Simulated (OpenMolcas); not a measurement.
## How methods differ on C3H12GaN (SMILES C[Ga-](C)(C)[NH3+])

C3H12GaN: 17 atoms, total charge 0, spin state singlet. SMILES: `C[Ga-](C)(C)[NH3+]`. The shape is that of a PBE0-D4/def2-TZVP optimisation.

```xyz
17

C    -0.7247    0.7673   -1.7810
Ga    0.1555   -0.1566   -0.2471
C     2.0271    0.3651    0.2067
C    -0.4223   -2.0189    0.1762
N    -0.8701    0.8764    1.3821
H    -0.3378    0.3828   -2.7293
H    -0.5388    1.8457   -1.7769
H    -1.8075    0.6098   -1.7933
H     2.3287    0.0071    1.1959
H     2.7277   -0.0673   -0.5138
H     2.1733    1.4493    0.1793
H    -0.0829   -2.3434    1.1646
H    -0.0021   -2.7216   -0.5495
H    -1.5097   -2.1345    0.1360
H    -0.5543    0.5317    2.2812
H    -1.8718    0.7340    1.3236
H    -0.6903    1.8731    1.3453
```

Each level gives the dipole moment (D). The values are calculated.

```
                              level             kind     program  value (D)  CPU time
    HF/6-31G* (spherical functions)     Hartree–Fock  OpenMolcas       4.70      22 s
revPBE/6-31G* (spherical functions)              GGA  OpenMolcas       4.61   1.8 min
  TPSS/6-31G* (spherical functions)         meta-GGA  OpenMolcas       4.66   2.2 min
r2SCAN/6-31G* (spherical functions)         meta-GGA  OpenMolcas       4.65   2.2 min
 B3LYP/6-31G* (spherical functions)    global hybrid  OpenMolcas       4.64   1.7 min
M06-2X/6-31G* (spherical functions)  hybrid meta-GGA  OpenMolcas       4.70   2.4 min
  PBE0/6-31G* (spherical functions)    global hybrid  OpenMolcas       4.64   1.8 min
 B3LYP/6-31G* (Cartesian functions)    global hybrid  OpenMolcas       4.63   1.8 min
```

All-electron rows without a relativistic Hamiltonian named are non-relativistic. The values span 4.61 to 4.70 D. Magnitudes only. Times are those of the runs behind each value, whatever else they computed, on shared processors of several kinds: orders of magnitude only.

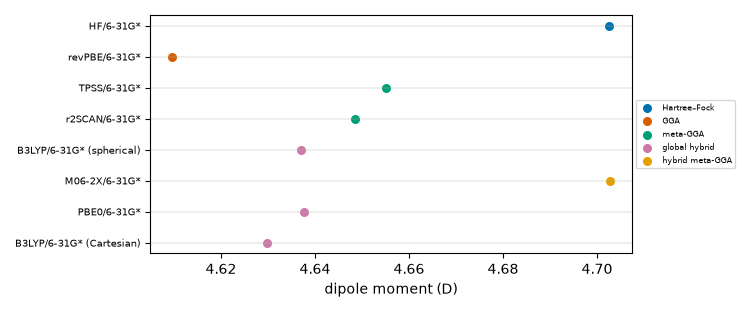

The values of the table, level by level.
